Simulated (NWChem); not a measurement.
Energy and gradient calculation, with input and output: SiH3 (charge −1)

SiH3, charge −1, computed with HF/STO-3G, RHF (NWChem 7.3.0).

The geometry comes from this level: PBE0-D4/def2-TZVPD.

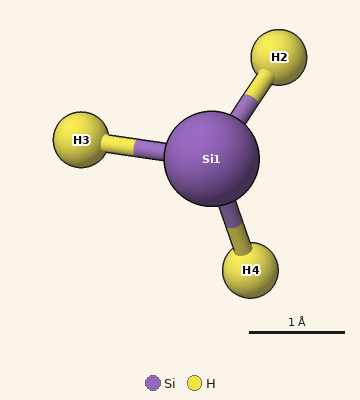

**Figure 1.** The structure as given in the input (ball-and-stick view, seen on its broad side; atoms are numbered from 1 in the order of the input). Bond lengths as drawn: H–Si 1.55 Å.

The input:
```python
from ase import Atoms
from ase.calculators.nwchem import NWChem

mol = Atoms(['Si', 'H', 'H', 'H'], positions=[
    [0.539700, -0.050700, -0.300900],
    [0.426600, 0.622300, 1.085900],
    [-0.298500, -1.283700, 0.106800],
    [-0.667800, 0.712200, -0.891800],
])

calc = NWChem(
    label='struct',
    theory='scf',
    memory='2200 mb',
    basis='STO-3G',
    basispar='spherical bse',
    charge=-1,
    scf={'nopen': '0', 'rhf': None, 'thresh': '1e-08', 'maxiter': '80', 'print': 'low'},
)
mol.calc = calc

forces = mol.get_forces()
print(f"energy = {mol.get_potential_energy():.6f} eV")
print("forces (eV/A):")
for s, f in zip(mol.symbols, forces):
    print(f"{s:2s} {f[0]:10.5f} {f[1]:10.5f} {f[2]:10.5f}")
```

File struct.nwi:
```
title "struct"

permanent_dir struct

scratch_dir struct

start struct

geometry units angstrom nocenter noautosym noautoz
  Si 5.3969999999999996e-01 -5.0700000000000002e-02 -3.0090000000000000e-01
  H  4.2659999999999998e-01 6.2229999999999996e-01 1.0859000000000001e+00
  H  -2.9849999999999999e-01 -1.2837000000000001e+00 1.0680000000000001e-01
  H  -6.6779999999999995e-01 7.1220000000000006e-01 -8.9180000000000004e-01
end

charge -1

memory 2200 mb

basis spherical bse noprint
   * library STO-3G
end

scf
  nopen 0
  rhf
  thresh 1e-08
  maxiter 80
  print low
end

task scf gradient
```

Run on 1 thread of Intel Xeon (Granite Rapids), 16 GiB of memory available, shared host.

Launched with:
```bash
export ASE_NWCHEM_COMMAND="nwchem PREFIX.nwi > PREFIX.nwo"
python run.py
```

The program's output:
```
energy = -7812.336941 eV
forces (eV/A):
Si   -1.47273    0.13853    0.81936
H    -0.15401   -0.68931   -1.32016
H     0.61681    1.33615   -0.28020
H     1.00993   -0.78532    0.78100
```

Summary:

| quantity | value |
| --- | --- |
| outcome | converged |
| total energy | −287.098090 hartree |
| basis functions | 12 |
| largest force | 1.691 eV/Å |
| wall time | 1 s |
| peak memory | 0.099 GiB |
